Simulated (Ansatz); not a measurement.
Consider Si$_{5}$P$_{3}$.

Input file:

```
crystal:
  lattice:
    - [3.5664971521, 0.0, 0.0]
    - [-1.7832485761, 3.0886771362, 0.0]
    - [0.0, 0.0, 28.8208421919]
  atoms:
    - { symbol: Si, position: [0.0, 0.0, 0.959958398] }
    - { symbol: Si, position: [0.0, 0.0, 0.040041602] }
    - { symbol: Si, position: [0.6666666667, 0.3333333333, 0.2176012166] }
    - { symbol: Si, position: [0.6666666667, 0.3333333333, 0.2979516566] }
    - { symbol: Si, position: [0.3333333333, 0.6666666667, 0.4098447913] }
    - { symbol: Si, position: [0.3333333333, 0.6666666667, 0.3290573946] }
    - { symbol: Si, position: [0.6666666667, 0.3333333333, 0.5901552087] }
    - { symbol: Si, position: [0.6666666667, 0.3333333333, 0.6709426054] }
    - { symbol: Si, position: [0.3333333333, 0.6666666667, 0.7823987834] }
    - { symbol: Si, position: [0.3333333333, 0.6666666667, 0.7020483434] }
    - { symbol: P, position: [0.6666666667, 0.3333333333, 0.9265867553] }
    - { symbol: P, position: [0.3333333333, 0.6666666667, 0.0734132447] }
    - { symbol: P, position: [0.0, 0.0, 0.1840122386] }
    - { symbol: P, position: [0.6666666667, 0.3333333333, 0.4436213763] }
    - { symbol: P, position: [0.3333333333, 0.6666666667, 0.5563786237] }
    - { symbol: P, position: [0.0, 0.0, 0.8159877614] }
basis:
  ecutwfc: 420
kpoints:
  mp_grid: { grid: [12, 12, 1] }
hamiltonian:
  xc: pbe
scf:
  occupations: { method: gaussian, width: 0.02 }
output:
  forces: true
  stress: true
  eigenvalues: true
  write_density: true
  write_potential: true
  elf: true
  volumetric_format: npy
relax:
  adjacent_minimum: "off"
  f_tol: 0.01
  max_steps: 30
  cell: { stress_tol: 0.1, fix: [volume] }
```

Run with:

```sh
ansatz run input.yaml --threads 1 --pin off --max-ram 2560MiB --backend cpu --events-out ev --progress --plain --runs-dir out
```

Below, planes, directions and counts refer to the conventional cell (a = 3.59 Å, b = 3.59 Å, c = 28.40 Å, α = 90.00°, β = 90.00°, γ = 120.00°).

The fields are those of the run's last geometry, not of the input's.

Space group P-3m1; a generated structure, not necessarily the stable one; changed on purpose from its base cell (volume × 0.88, shape and atoms relaxed); computed pressure about 2 GPa in this cell.

These are results of Ansatz 0.2.0, DFT PBE, scalar-relativistic, plane waves, PAW, not measurements.

Question: What can the converged valence pseudo-density and electron localisation function tell about the bonding?

Answer: Si–Si (2.33 Å): ρ at the midpoint is about 0.59 e/Å³; the ELF peaks at about 0.95 between the atoms; a shared electron pair.

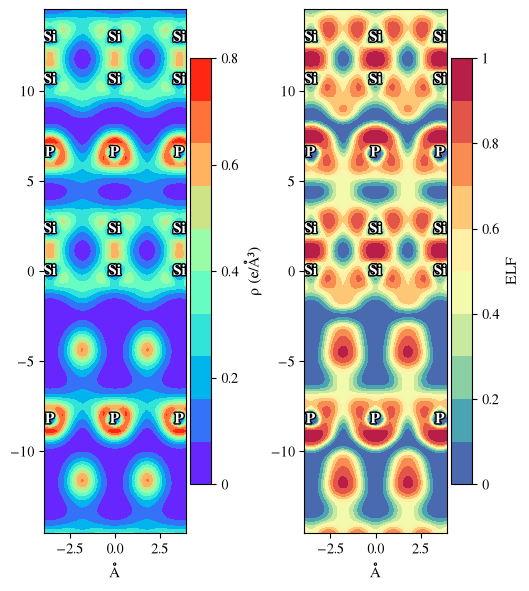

Computed valence pseudo-density and electron localisation function on the (010) plane of the conventional cell, in this order. 

Core electrons are frozen (PAW), and the valence fields are smoothed inside the atomic spheres.
